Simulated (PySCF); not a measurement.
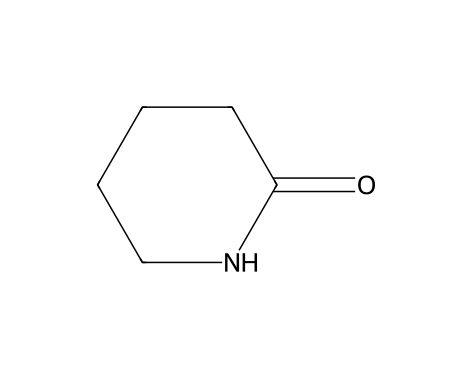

2D structure.

Question: Give its SMILES.

Answer: O=C1CCCCN1

Question: Give the formula, hydrogens included.

Answer: C5H9NO.

Question: An optimisation with GFN2-xTB gave a structure of which point group?

Answer: C1.

More results for the same structure follow; atom numbers are the same in all pictures, views and colours differ. Computed geometry: GFN2-xTB optimisation. No frequency run is at hand to confirm it as a minimum.

### Spin–spin coupling

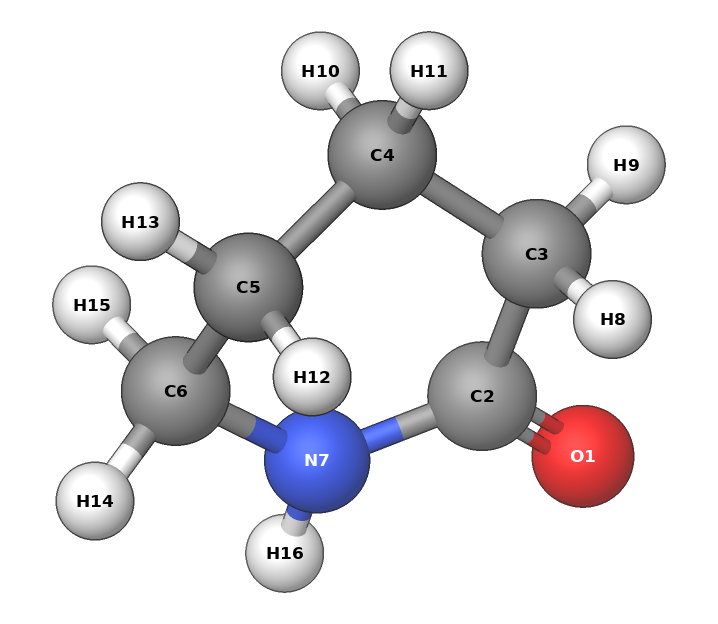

No frequency run is at hand to confirm it as a minimum. Properties computed with B3LYP/pcJ-1 indirect spin-spin coupling, non-relativistic, gas phase (PySCF 2.14.0). Isotopes: 13C, 1H, 15N, 17O.

Give the spin–spin coupling constants of these pairs, with the number of bonds between them: C6/N7, N7/H16, O1/N7, N7/H9, N7/H12.

| pair | bonds apart | J (Hz) |
| --- | --- | --- |
| C6, N7 | 1 | −10.0 |
| N7, H16 | 1 | −92.1 |
| O1, N7 | 2 | 0.8 |
| N7, H9 | 3 | −1.0 |
| N7, H12 | 3 | −0.7 |

### Electronic properties

No frequency run is at hand to confirm it as a minimum. Method: B3LYP/pcJ-1, gas phase (PySCF 2.14.0).

Question: Give the HOMO energy (Kohn–Sham orbital) at this level.

Answer: −6.69 eV.

Question: Estimate the LUMO energy (Kohn–Sham orbital).

Answer: 0.46 eV.

Question: What is the dipole moment?

Answer: 4.24 D.

### Quadrupole coupling

No frequency run is at hand to confirm it as a minimum. Electric field gradients from the ground-state density, B3LYP/pcJ-1 (PySCF 2.14.0), non-relativistic apart from any core potentials.

Give the largest field-gradient component, the quadrupole coupling constant and the asymmetry for 17O at O1 (Q = −25.6 mb), 14N at N7 (Q = 20.44 mb), 2H at H8 (Q = 2.86 mb), 2H at H9 (Q = 2.86 mb).

| atom | V_zz (a.u.) | e²qQ/h (MHz) | η |
| --- | --- | --- | --- |
| O1 | −1.599 | 9.62 | 0.05 |
| N7 | −0.998 | −4.79 | 0.07 |
| H8 | 0.289 | 0.194 | 0.02 |
| H9 | 0.293 | 0.197 | 0.02 |
